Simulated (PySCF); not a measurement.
# C2H6ClSi4 (doublet): what the fields show

```csv
atom,x (Å),y (Å),z (Å)
C,3.5652,-0.8922,-0.7103
C,2.5298,-0.5030,-0.2242
Si,1.0460,0.1247,0.6725
Si,-0.7919,-1.3414,0.9828
Si,-2.1234,0.2521,-0.1090
Si,-0.2968,1.6938,-0.4677
Cl,-0.4509,3.4100,0.6900
H,4.4487,-1.2386,-1.1655
H,-0.7777,-2.6914,0.4050
H,-1.0526,-1.5987,2.4075
H,-3.2623,0.7626,0.6582
H,-2.7119,-0.2560,-1.3529
H,-0.1266,2.2786,-1.8043
```

Geometry: GFN2-xTB.

The calculation used UKS B3LYP, pcH-1 on C Cl H Si, non-relativistic, mean-field spin-orbit, GIAO (PySCF).

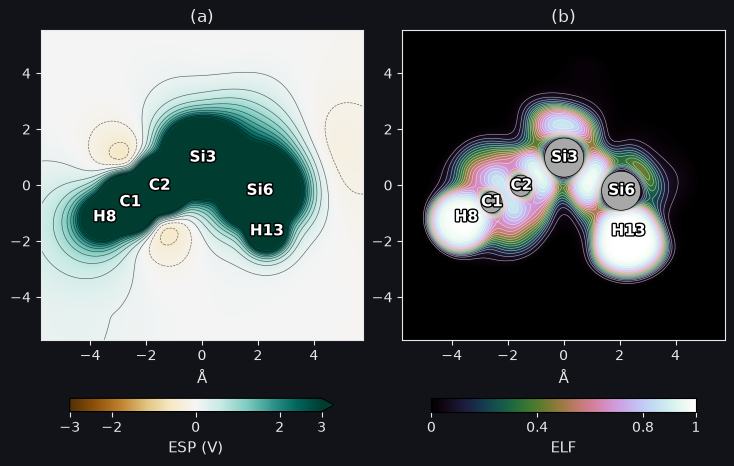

Figure 1. (a) electrostatic potential; (b) electron localisation function on the plane of atoms Si3, Si6 and H13. Grey discs cover the atomic cores in the ELF map.

> Describe what can be read from this map.

- Atoms in the plane: C, Si and H.
- C–C (1.21 Å): the ELF peaks at about 0.85 between the atoms (a short, multiple covalent bond).
- C–Si (1.84 Å): the ELF peaks at about 0.95 between the atoms, as expected for localised, covalent bonding.
- Si–Si (2.36 Å): the ELF peaks at about 0.95 between the atoms; a shared electron pair.
- C–H (1.05 Å): the ELF climbs to about 1 towards the hydrogen, as it does in any bond to H; a covalent bond by its length.
- Si–H (1.47 Å): the ELF climbs to about 1 towards the hydrogen.
- Outside the dense part of the molecule the potential is most negative (−0.5 V) near C1.

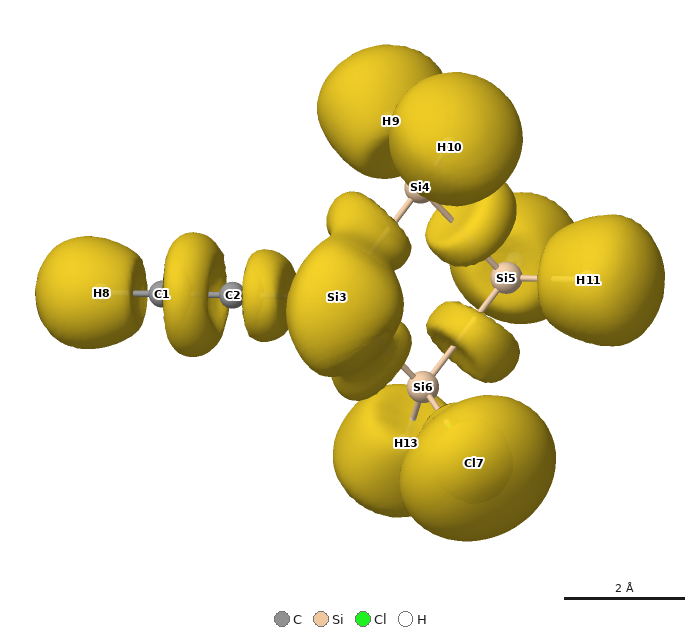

Figure 2. Isosurface of the electron localisation function at 0.75 (yellow), seen across its widest extent. Core shells and regions of very low density are left out.

> What do the ELF domains correspond to?

The ELF exceeds this value in one region between bonded C–C atoms (shared pairs), one region between bonded C–Si atoms (shared pairs), two regions between bonded Si–Si atoms (shared pairs), six regions around hydrogen nuclei, one region on Cl in which the atom's valence shell and bonds are merged and one region on Si in which the atom's valence shell and bonds are merged.

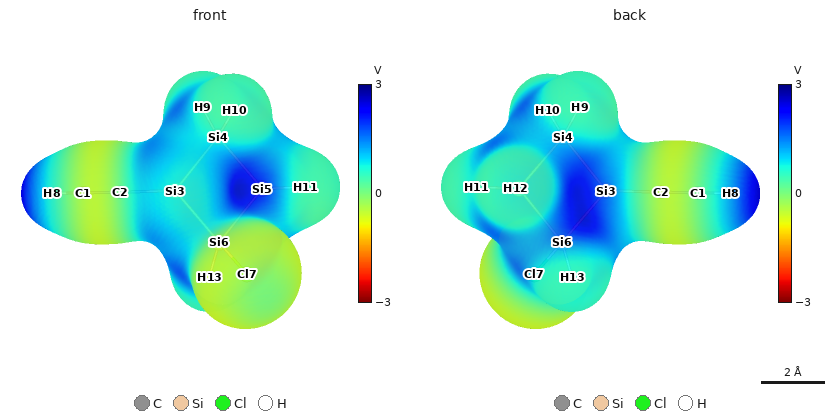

Figure 3. The molecular electrostatic potential painted on the density surface at 0.004 e/bohr³, seen from the front and from behind; the colour scale runs from red (negative) to blue (positive).

> Which sites attract a positive test charge, and which a negative one?

A positive charge is drawn to the negative regions and a negative charge to the positive ones. The most negative region (about −0.6 V, or −14 kcal/mol for a unit charge) lies over Cl7, the most positive (about +2.5 V, or +58 kcal/mol for a unit charge) over the H and Si atoms.
